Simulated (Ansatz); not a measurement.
# RbVS3 (model cell, started as cubic perovskite with V in the octahedra): a soft mode frozen in, part 3 of 3

Wanted: the energy along a soft mode of RbVS3 (model cell, started as cubic perovskite with V in the octahedra) and the structure at the end.

Ansatz 0.2.0; DFT PBEsol, scalar-relativistic, plane waves, PAW; PAW set soft_1.

So far. Step 5 (Energy along the mode, all amplitudes (two of the runs …): The lowest of the steps tried is at 0.08 Å, 3.59 meV/atom below the parent; the bottom of the well need not coincide with a step. Step 7 (The new phase in its own primitive cell): The largest force component left is 0.39 meV/Å and the pressure is 0.000 GPa, within the tolerances set. The cell now holds 20.15 Å³/atom. The relaxed cell has a = 6.571, c = 9.334 Å (conventional setting).

The structure was built from a prototype and need not be the compound's stable phase.

### 8. Modes of the new phase

A relaxed structure may still be a saddle point, so its zone-centre modes are computed. No field response is asked, since the mesh shows no gap.

input.yaml

```yaml
crystal:
  lattice:
    - [-3.2857331298, 3.2857331298, 4.6671209651]
    - [3.2857331298, -3.2857331298, 4.6671209651]
    - [3.2857331298, 3.2857331298, -4.6671209651]
  atoms:
    - { symbol: Rb, position: [0.75, 0.25, 0.5] }
    - { symbol: Rb, position: [0.25, 0.75, 0.5] }
    - { symbol: V, position: [0.0, 0.0, 0.0] }
    - { symbol: V, position: [0.5, 0.5, 0.0] }
    - { symbol: S, position: [0.7553596564, 0.2446403436, 0.0] }
    - { symbol: S, position: [0.2446403436, 0.7553596564, 0.0] }
    - { symbol: S, position: [0.7392200344, 0.7392200344, 0.0] }
    - { symbol: S, position: [0.2607799656, 0.2607799656, 0.0] }
    - { symbol: S, position: [0.2446403436, 0.2446403436, 0.4892806872] }
    - { symbol: S, position: [0.7553596564, 0.7553596564, 0.5107193128] }
kpoints:
  mp_grid: { grid: [8, 8, 8] }
hamiltonian:
  xc: pbesol
  pseudopotentials: { kind: paw, azcp: { folder: soft_1 }, xc_functional: pbe }
scf:
  occupations: { method: methfessel_paxton, width: 0.2 }
output:
  eigenvalues: true
phonons:
  method: dfpt
```

Command:

```
> ansatz run input.yaml --threads 4 --pin off --max-ram 16384MiB --backend cpu --events-out ev --progress --plain --runs-dir out
```

Numbers of over 12 decimals in the logs are rounded to 6 here.

Log:

```text
[...]
Crystal: 10 atoms, lattice volume = 201.546 Å³
Basis set: ecut = 420 eV, 3847 PW (Γ), exchange–correlation on 90×90×90 points (8 copies of the dense FFT grid, shifted against one another)
Bands: 50, of which v1, the nominal top of the filled ones, is band 40 counted from 1 (39 counted from 0)
Symmetry: 16 space group operations
k-points: 260 of 512 (irreducible under 1 space group operation, time reversal used)
[...]
SCF iter   1: F=—  HF=-17522.767455 eV  |F-HF|=—  |Δ(HF+E_count)|=         —  Δρ=3.22e-2  dr2=3.17e0  ethr=3.10e-3  ⟨swp⟩=8.9  Hψ=57441  notcnv=0
[...]
SCF iter  12: F=-17521.707540 eV  HF=-17521.707540 eV  |F-HF|=0.00e0  |Δ(HF+E_count)|=  2.91e-11  S|Δr|=    0.00e0  Δρ=5.20e-8  dr2=4.99e-12  ethr=1.00e-12  ⟨swp⟩=6.6  Hψ=63306  notcnv=0
SCF 1 converged in 12 iterations: F = -17521.707540 eV  dr2 = 4.99e-12
[...]
DFPT response loops at Γ: preconditioner auto → Kerker (q_TF=auto, 2.339 Å⁻¹) (partly filled bands, converged f_vac=0.000); β = 1.00, the filter's whole step (`scf.mixing.beta` (0.50) is not read by the response loops under this deck's `scf.mixing.preconditioner`; to damp them name `kerker` or `kerker_dos`, under which they read `scf.mixing.beta`, and type it under 1.00, their step now; both keys bind the ground state too); Broyden in place of MSR1
SCF converged after 12 iterations
[...]
Free energy (F): -17521.707540 eV
[...]
Internal energy: -17521.734801 eV  (E = F + TS)
E sigma→0 (E₀):  -17521.714355 eV
Entropy (-TS):   0.027261 eV (2.726 meV/atom)
Fermi energy:    7.765138 eV
[...]
--- Band table (eV; the first three rows and the last of 260) ---
  k-point 0: bands = [... 36 lower, 6.8264, 7.6093, 7.6302, 7.6302, 8.0911, 8.1362, 8.1382, 8.1777, ... 6 higher]
  k-point 1: bands = [... 36 lower, 7.0552, 7.0865, 7.6789, 7.8321, 7.8833, 8.0306, 8.1121, 8.1663, ... 6 higher]
  k-point 2: bands = [... 36 lower, 7.0870, 7.0954, 7.1873, 7.2349, 8.1296, 8.1394, 8.3204, 8.3349, ... 6 higher]
  k-point 259: bands = [... 36 lower, 6.0454, 6.8717, 7.0903, 7.0903, 8.0615, 8.1816, 8.7093, 8.7508, ... 6 higher]
--- Phonons (Γ-DFPT): 10 representative perturbations + reference, on 260 of 512 k-points (Σ response iterations 30) ---
  k mesh reduced under 1 symmetry operation, with k and −k counted as one. Each operation leaves every solved perturbation unchanged. A smaller set is not used because it would not reduce the number of displacements times k-points to solve
  ASR residual: 7.493e-5 → 0.000e0 eV/Å²; symmetrization residual: 3.025e-5 eV/Å²
  ASR residual per site (eV/Å²): 2.66e-5 2.66e-5 2.69e-5 3.92e-5 7.07e-5 7.07e-5 7.49e-5 7.49e-5 7.07e-5 7.07e-5
  Γ frequencies (cm⁻¹): -95.70 -71.12 -71.12 -68.00 0.00 0.00 0.00 88.26 88.85 88.85 102.29 108.40 108.40 117.00 122.80 122.80 158.02 158.02 158.86 194.70 198.06 198.06 241.16 241.16 244.60 253.22 311.52 311.52 337.96 420.80
  non-analytic LO–TO correction: not included (Born effective charges unavailable; polar crystals: no LO–TO splitting at Γ)
```

Wall time 16 min (4 threads of Arm Neoverse V1, shared host); peak memory 7.4 GiB.

This step gave:

| Property | Result |
| --- | --- |
| sum-rule residual before enforcement | 7.49e-5 eV/Å² |
| point group | 4/mmm |
| highest optical mode at the zone centre (no LO-TO term) | 420.8 cm⁻¹ |
| lowest optical zone-centre mode | -95.7 cm⁻¹ |

Patterns of degenerate modes are one choice out of their space. The modes at Γ (shares of kinetic energy by element, %) (negative means imaginary):

```csv
mode,frequency (cm⁻¹),symmetry,Rb %,V %,S %
1,-95.7,B2g,0,0,100
2,-71.1,Eu,4,76,20
3,-71.1,Eu,4,76,20
4,-68.0,A2u,3,81,17
5,0.0,acoustic,37,22,41
6,0.0,acoustic,37,22,41
7,0.0,acoustic,37,22,41
8,88.3,B1g,96,0,4
9,88.8,Eg,95,0,5
10,88.8,Eg,95,0,5
11,102.3,A2g,0,0,100
12,108.4,Eg,0,0,100
13,108.4,Eg,0,0,100
14,117.0,A2u,58,12,30
15,122.8,Eu,58,5,38
16,122.8,Eu,58,5,38
17,158.0,Eu,1,1,99
18,158.0,Eu,1,1,99
19,158.9,B1u,0,0,100
20,194.7,A2u,3,56,42
21,198.1,Eu,1,84,15
22,198.1,Eu,1,84,15
23,241.2,Eg,4,0,96
24,241.2,Eg,4,0,96
25,244.6,B1g,4,0,96
26,253.2,A1g,0,0,100
27,311.5,Eu,0,13,87
28,311.5,Eu,0,13,87
29,338.0,A2u,0,30,70
30,420.8,A1g,0,0,100
```

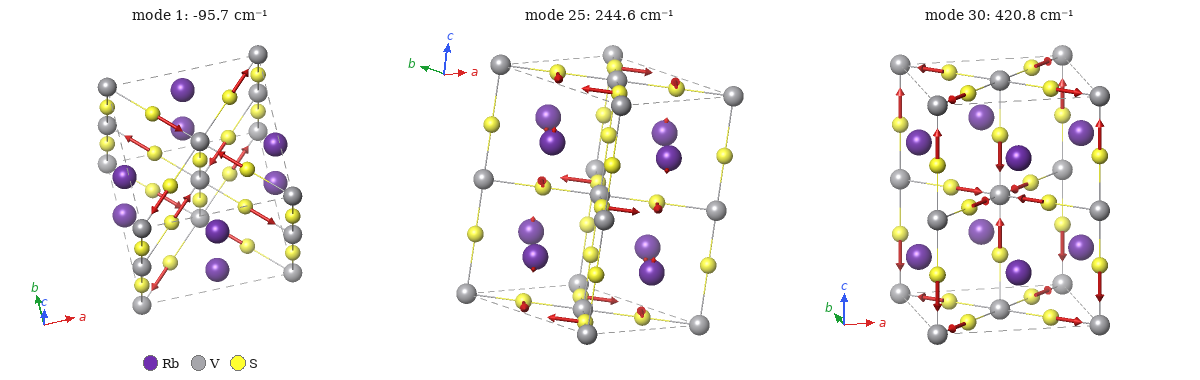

Displacement patterns of modes 1, 25 and 30 at Γ; arrows are exaggerated. Some periodic images of atoms are drawn too.

Before it was imposed, the acoustic sum rule was missed by 7.5e-5 eV/Å². Small misses are needed for a sound result but don't prove that mesh and cutoff are converged. The lowest optical mode is imaginary, 95.7i cm⁻¹, so the energy falls along it.

### 9. Results

```
unstable mode of the parent                                                      : q = (-0.5, -0.5, -0.5), 248i cm⁻¹
depth at the lowest point sampled                                                : 3.59 meV/atom
largest atomic shift at that point                                               : 0.08 Å
space group reached (within 0.01 Å)                                              : I4/mmm
energy gained over the parent (first relaxation, on the mesh of the frozen mode) : 4.08 meV/atom
volume per atom, phase reached                                                   : 20.2 Å³
lowest optical zone-centre mode, phase reached                                   : -95.7 cm⁻¹
highest optical mode at the zone centre (no LO-TO term), phase reached           : 421 cm⁻¹
```

What this shows: Along this mode the structure falls into I4/mmm, 4.08 meV/atom below the parent. At the parent's cell the well is 3.589 meV/atom deep on the steps tried, with its lowest point at a shift of 0.08 Å. Relaxing atoms and cell changes the gain by +0.49 meV/atom against the lowest step (energies at zero smearing). The new phase still has an imaginary mode at the zone centre of its cell, so it is a saddle point on the way to a lower structure. Of the 4 patterns followed to their end from this parent, this one ends 0.380 meV/atom above the lowest, I4/mcm. Another end point lies within 1 meV/atom; how such a difference moves with mesh and cutoff was not tested. Each path keeps the symmetry of its pattern, so a lower phase may lie along a pattern not tried. With no gap, or one that is small against the smearing, the frequencies hang on the k mesh and the smearing, most of all near Kohn anomalies. The phonon runs are without spin polarisation, although V often carries a moment. The PAW files were made for PBE and serve the other functionals too. A phonon run warned that its eigensolver left some bands unconverged in a pass. The starting cell was built on a prototype and not taken from a measurement, so the phase need not exist.

[Logs are printed without paths, hosts, clocks, repeated set-up lines and the standing remarks that a program may print on its own settings, such as how far it seeks lower states.]

[Hosts, paths, dates, database ids (printed as entryN), source tags and the programs' standing remarks are cut or masked in the printed files.]
